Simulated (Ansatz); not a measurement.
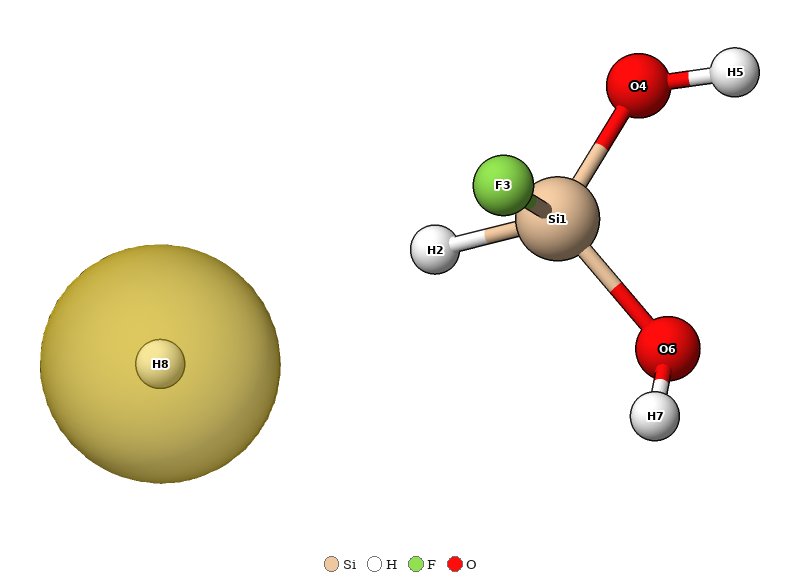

Figure 1: FH$_{3}$O$_{2}$Si···H (doublet). Isosurfaces of the spin density at +0.03 (yellow) and −0.03 e/Å³ (cyan), seen at a tilt.

Computed with UHF/6-31G* (Ansatz 0.2.0).

```json
{"atom": "Si", "x (Å)": "-0.2430", "y (Å)": "-0.0107", "z (Å)": "-0.0920"}
{"atom": "H", "x (Å)": "0.0434", "y (Å)": "0.1485", "z (Å)": "1.3262"}
{"atom": "F", "x (Å)": "1.1415", "y (Å)": "-0.2647", "z (Å)": "-0.8297"}
{"atom": "O", "x (Å)": "-0.9604", "y (Å)": "1.3385", "z (Å)": "-0.6267"}
{"atom": "H", "x (Å)": "-1.4817", "y (Å)": "1.2946", "z (Å)": "-1.4167"}
{"atom": "O", "x (Å)": "-1.2012", "y (Å)": "-1.2818", "z (Å)": "-0.4409"}
{"atom": "H", "x (Å)": "-0.8098", "y (Å)": "-2.1320", "z (Å)": "-0.5827"}
{"atom": "H", "x (Å)": "0.4330", "y (Å)": "0.2111", "z (Å)": "4.8254"}
```

### Which atoms carry the spin?

The unpaired spin (1 electron) lies mostly on H8 (about 1.0), in electrons by Hirshfeld's partition. Only one sign reaches the isovalue.
